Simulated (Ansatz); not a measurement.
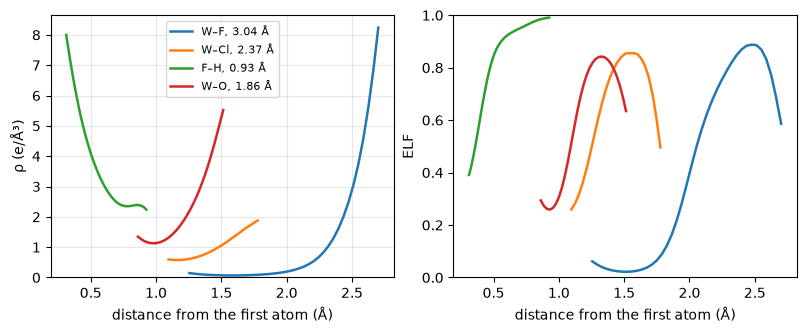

ClH$_{5}$OW···HF. Electron density and electron localisation function along straight lines between neighbouring atoms. The curves leave out the atomic cores.

Core potentials replace the inner electrons of W; not at a stationary point (largest force 0.7 eV/Å).

Level of theory: RKS PBE0/def2-SVP (Ansatz).

```yaml
atoms:
  - { symbol: W, position_ang: [0.4649, 0.3759, -0.3239] }
  - { symbol: F, position_ang: [1.0543, 0.1607, 2.6546] }
  - { symbol: O, position_ang: [1.7932, -0.9240, -0.1897] }
  - { symbol: H, position_ang: [1.7985, -1.7359, 0.3349] }
  - { symbol: H, position_ang: [-0.9581, 0.6900, 0.5000] }
  - { symbol: H, position_ang: [-0.9039, -0.1284, -1.1470] }
  - { symbol: H, position_ang: [-0.4213, -0.8771, 0.2945] }
  - { symbol: H, position_ang: [0.3818, 0.6257, -1.9857] }
  - { symbol: Cl, position_ang: [0.9392, 2.5290, 0.5448] }
  - { symbol: H, position_ang: [0.9905, 1.0844, 2.6657] }
```

What can be read from the curves?

W1···F2 (3.04 Å): the density falls to about 0.07 e/Å³ on the way; the ELF dips to about 0 between them.
W–Cl (2.37 Å): the density is about 0.58 e/Å³ at the midpoint; the ELF peaks at about 0.85 in the valence shell of Cl, 0.8 Å from its nucleus, and is about 0.35 at the midpoint.
F–H (0.93 Å): the density is about 4.6 e/Å³ at the midpoint; the ELF climbs to about 1 towards the hydrogen, as it does in any bond to H: an ordinary covalent bond to hydrogen.
W–O (1.86 Å): ρ is about 1.2 e/Å³ halfway; the ELF peaks at about 0.85 in the valence shell of O, 0.5 Å from its nucleus, and drops to about 0.25 between the two atoms.
